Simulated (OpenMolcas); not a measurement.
# Single-point calculation of PF5 (charge +1) (part 1 of 2)

PF5, charge +1, multiplicity 2, computed with r2SCAN0/cc-pVTZ, UKS (OpenMolcas 26.06).

The geometry is that of the parent species in another charge or spin state. The geometry comes from this level: GFN2-xTB.

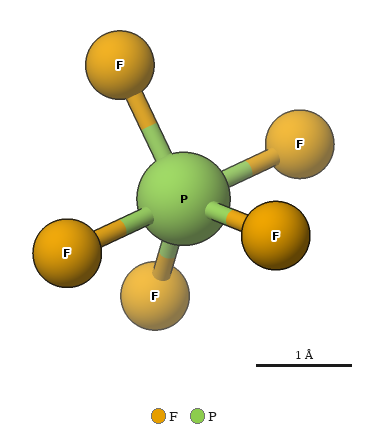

*The structure as given in the input (ball-and-stick view, seen at a tilt).*

Bond lengths as drawn: F–P 1.56 to 1.59 Å.

The input
```
* F5P Kohn-Sham DFT
>>> EXPORT MOLCAS_PRINT=2

&GATEWAY
  BasLib=$CurrDir
  Coord
  6
  angstrom
  F       -0.028740      -1.201520       0.992810
  P       -0.000680       0.000150      -0.000180
  F       -1.328670       0.538480      -0.615080
  F        0.154780      -1.010300      -1.217270
  F        1.358380       0.664300      -0.378660
  F       -0.155070       1.008900       1.218380
  Basis=cc-pVTZ
  Group=NoSym
  RICD

&SEWARD

&SCF
  UHF
  Charge=1
  Spin=2
  KSDFT=HYB_MGGA_XC_R2SCAN0
  Thresholds=1e-09 1e-06 1e-06 1e-05
  PrOrbitals=1 1
```

Machine: 1 thread of Arm Neoverse V2, 24 GiB of memory available, shared host.

Launch command:
```bash
export MOLCAS_MEM=1860
pymolcas job.input > job.log
```

The program's output
```
--- Start Module: gateway ---

                                              &GATEWAY

                       available to each process: 1.9 GB of memory, 1 thread

 Basis Set     1 Label: F.CC-PVTZ
 Basis set is read from library:.
 basistype.tbl is not found

 Basis Set     2 Label: P.CC-PVTZ
 Basis set is read from library:.
 basistype.tbl is not found

 Basis Set     3 Label: F.CC-PVTZ
 Basis set is read from library:.
 basistype.tbl is not found

++    Symmetry information:
      ---------------------

                    Character Table for C1

                             E
                    a        1  x, y, xy, Rz, z, xz, Ry, yz, Rx, I
--

++    Basis set information:
      ----------------------

      Basis set label: F.CC-PVTZ.........

      Electronic valence basis set:
      ------------------
      Associated Effective Charge   9.000000 au
      Associated Actual Charge      9.000000 au
      Nuclear Model: Point charge

      Shell  nPrim  nBasis  Cartesian Spherical Contaminant
         s      10       4        X
         p       5       3        X
         d       2       2                 X
         f       1       1                 X

      Basis set label: P.CC-PVTZ.........

      Electronic valence basis set:
      ------------------
      Associated Effective Charge  15.000000 au
      Associated Actual Charge     15.000000 au
      Nuclear Model: Point charge

      Shell  nPrim  nBasis  Cartesian Spherical Contaminant
         s      15       5        X
         p       9       4        X
         d       2       2                 X
         f       1       1                 X

      Basis set label: F.CC-PVTZ.........

      Electronic valence basis set:
      ------------------
      Associated Effective Charge   9.000000 au
      Associated Actual Charge      9.000000 au
      Nuclear Model: Point charge

      Shell  nPrim  nBasis  Cartesian Spherical Contaminant
         s      10       4        X
         p       5       3        X
         d       2       2                 X
         f       1       1                 X
--

++    Molecular structure info:
      -------------------------

                    ************************************************
                    **** Cartesian Coordinates / bohr, angstrom ****
                    ************************************************

     Center  Label                x              y              z                     x              y              z
        1      F1              -0.054311      -2.270544       1.876139             -0.028740      -1.201520       0.992810
        2      P2              -0.001285       0.000283      -0.000340             -0.000680       0.000150      -0.000180
        3      F3              -2.510822       1.017580      -1.162333             -1.328670       0.538480      -0.615080
        4      F4               0.292492      -1.909190      -2.300307              0.154780      -1.010300      -1.217270
        5      F5               2.566966       1.255345      -0.715564              1.358380       0.664300      -0.378660
        6      F6              -0.293040       1.906545       2.302405             -0.155070       1.008900       1.218380

                    ***************************************
                    *    InterNuclear Distances / bohr    *
                    ***************************************

               1 F1            2 P2            3 F3            4 F4            5 F5            6 F6
    1 F1       0.000000
    2 P2       2.946293        0.000000
    3 F3       5.106713        2.946675        0.000000
    4 F4       4.206370        3.003705        4.209458        0.000000
    5 F5       5.100971        2.946632        5.102947        4.207009        0.000000
    6 F6       4.205563        3.003595        4.208708        6.007298        4.208542        0.000000

                    *******************************************
                    *    InterNuclear Distances / angstrom    *
                    *******************************************

               1 F1            2 P2            3 F3            4 F4            5 F5            6 F6
    1 F1       0.000000
    2 P2       1.559111        0.000000
    3 F3       2.702356        1.559314        0.000000
    4 F4       2.225915        1.589492        2.227549        0.000000
    5 F5       2.699318        1.559290        2.700363        2.226254        0.000000
    6 F6       2.225488        1.589434        2.227152        3.178925        2.227065        0.000000

                    **************************************
                    *    Valence Bond Angles / degree    *
                    **************************************
                          Atom centers                 Phi
                      1 F1       2 P2       3 F3       120.13
                      1 F1       2 P2       5 F5       119.90
                      3 F3       2 P2       5 F5       119.97
--

            Nuclear Potential Energy            403.94292507 au

--- Stop Module: gateway /rc=_RC_ALL_IS_WELL_ ---

--- Start Module: seward ---

                                              &SEWARD

                       available to each process: 1.9 GB of memory, 1 thread

               SEWARD will generate:
                  Multipole Moment integrals up to order  2
                  Kinetic Energy integrals
                  Nuclear Attraction integrals (point charge)
                  One-Electron Hamiltonian integrals
                  Velocity integrals
                  Orbital angular momentum around ( -0.0001   0.0000  -0.0000 )
                  Velocity quadrupole around ( -0.0001   0.0000  -0.0000 )
                  RI decomposed two-electron repulsion integrals stored Cholesky style
                   - acCD auxiliary basis
                   - CD Threshold:   1.00E-04

                   Integrals are discarded if absolute value <: 1.00E-14
                   Integral cutoff threshold is set to       <: 1.00E-16

            Nuclear Potential Energy            403.94292507 au

      Basis set specifications :
      Symmetry species         a
      Basis functions          184

--- Stop Module: seward /rc=_RC_ALL_IS_WELL_ ---
--- Module seward spent 5 seconds ---

--- Start Module: scf ---

                                                &SCF

                       available to each process: 1.9 GB of memory, 1 thread

++    Input section:
      --------------

      Header of the integral files:

      Cartesian coordinates in angstrom:
      -----------------------------------------------------
      No.  Label        X            Y            Z
      -----------------------------------------------------
       1   F1        -0.02874000  -1.20152000   0.99281000
       2   P2        -0.00068000   0.00015000  -0.00018000
       3   F3        -1.32867000   0.53848000  -0.61508000
       4   F4         0.15478000  -1.01030000  -1.21727000
       5   F5         1.35838000   0.66430000  -0.37866000
       6   F6        -0.15507000   1.00890000   1.21838000
      -----------------------------------------------------
      Nuclear repulsion energy =  403.94292507
--

++    Orbital specifications:
      -----------------------

      Symmetry species               1
                                     a
      Frozen orbitals                0
      Start temperature = 0.500
      End temperature   = 0.010
      Temperature Factor= 0.460
      Deleted orbitals               0
      Total number of orbitals     184
      Number of basis functions    184
--

      Molecular charge                           1.000

      Numerical integration parameters
      --------------------------------
      Radial quadrature type:                         MHL
      Size of radial grid:                            75
      Lebedev angular grid:                           29
      Angular grid pruned with the crowding factor:  3.00E+00
                                 and fading factor:  6.00E+00
      Screening threshold for integral computation:   1.00E-11
      Radial quadrature accuracy:                     1.00E-25
      Maximum batch size:                             128
      AO values are stored on disk
      The same grid will be used for all iterations.

      DFT functional specifications
      -----------------------------
      Using Libxc version: 6.2.2
      Please cite the following reference:
      S. Lehtola, C. Steigemann, M. J.T. Oliveira, and M. A.L. Marques.,  SoftwareX 7, 1–5 (2018) doi:10.1016/j.softx.2017.11.002

      * r2SCAN0: r2SCAN hybrid like PBE0 with 25% exact exchange

++    Optimization specifications:
      ----------------------------

      SCF Algorithm: LK-RI/DF USCF
      LK screening threshold:                     4.50E-02
      Local-Exchange (LK) algorithm.
       - the density matrix is decomposed
      The actual AO density is used
      Number of density matrices in core                 5
      Maximum number of NDDO SCF iterations            400
      Maximum number of HF SCF iterations              400
      Threshold for SCF energy change             1.00E-09
      Threshold for density matrix                1.00E-06
      Threshold for Fock matrix                   1.00E-06
      Threshold for linear dependence             1.00E-09
      Threshold at which DIIS is turned on        1.50E-01
      Maximum depth in the DIIS procedure                5
      Maximum depth in the BFGS Hessian update          30
      Threshold at which QNR/C2DIIS is turned on  7.50E-02
      Threshold for Norm(delta) (QNR/C2DIIS)      1.00E-05
      All orbitals punched on: UHFORB
--

      Input vectors read from INPORB
      Orbital file label: *Guess orbitals

++ Convergence information
                               UHF [...]      iterations: Energy and convergence statistics

Iter     Tot. [...]      One-elec.       Two-elec.     Energy      Max Dij or  Max Fij      DNorm      TNorm      AccCon     Time
         Energy          Energy          Energy        Change      Delta Norm                                                in Sec.
   1  -835.791129680 -2005.730506468   765.996451719   0.00E+00    1.48E-01*   1.81E+00*    1.29E+01   3.55E+02   None         7.
   2  -836.913483445 -2004.106853627   763.250445113  -1.12E+00*   2.30E-02*   2.71E-02*    1.39E+01   3.54E+02   EDIIS        6.
   3  -839.592681590 -2013.494826154   769.959219495  -2.68E+00*   1.38E-01*   8.55E-02*    1.16E+01   3.56E+02   EDIIS        5.
   4  -839.924074130 -2008.936985551   765.069986351  -3.31E-01*   1.94E-01*   1.06E-01*    1.14E+01   3.55E+02   EDIIS        4.
   5  -839.918433590 -2013.558564484   769.697205825   5.64E-03*   5.93E-02*   7.07E-02*    1.18E+01   3.56E+02   EDIIS        4.
   6  -840.063923232 -2011.068728811   767.061880510  -1.45E-01*   1.69E-01*   5.10E-02*    1.16E+01   3.56E+02   EDIIS        4.
   7  -840.040761681 -2011.390162740   767.406475990   2.32E-02*   1.53E-02*   3.09E-02*    1.16E+01   3.56E+02   EDIIS        4.
   8  -840.072895208 -2011.247927747   767.232107471  -3.21E-02*   7.39E-02*   1.79E-02*    1.16E+01   3.56E+02   EDIIS        4.
   9  -840.084510726 -2011.100281366   767.072845571  -1.16E-02*   4.81E-01*   5.10E-02*    1.17E+01   3.56E+02   EDIIS        4.
  10  -840.045288870 -2011.381714926   767.393500987   3.92E-02*   1.75E-01*   2.88E-02*    1.17E+01   3.56E+02   EDIIS        4.
  11  -840.090878997 -2011.277256639   767.243452573  -4.56E-02*   1.59E-01*   2.91E-02*    1.17E+01   3.56E+02   EDIIS        4.
  12  -840.086307481 -2011.154370492   767.125137942   4.57E-03*   1.29E-01*   2.21E-02*    1.17E+01   3.56E+02   EDIIS        4.

       Fermi aufbau procedure completed!
      nOcc(alpha)=   30
      nOcc(beta) =   29
```
